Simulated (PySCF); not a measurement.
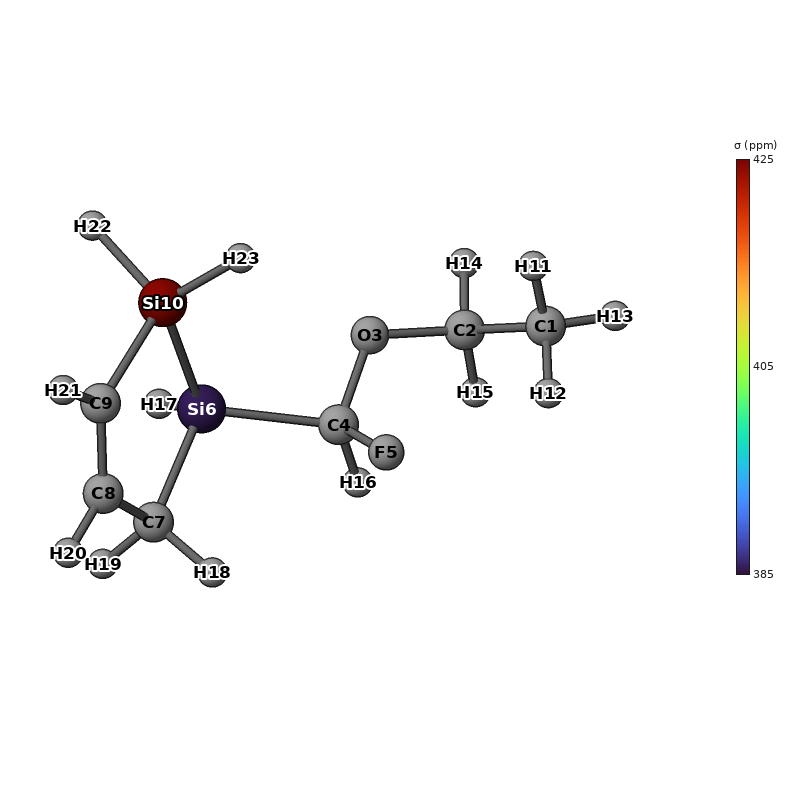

Atoms are coloured by their isotropic NMR shieldings (Si only, the others grey). The geometry was computed by an optimisation with GFN2-xTB. No frequency run is at hand to confirm it as a minimum. Method: GIAO PBE0/pcSseg-1 NMR shielding, non-relativistic, gas phase (PySCF 2.14.0).

Give the isotropic NMR shieldings of the Si atoms atom by atom.

```tsv
atom	σ (ppm)
Si6	385.8
Si10	424.4
```

The geometry is semi-empirical. Around Si such bond lengths and angles can be off by a tenth of an ångström or more and by several degrees, and values that hang on the shape move with them.
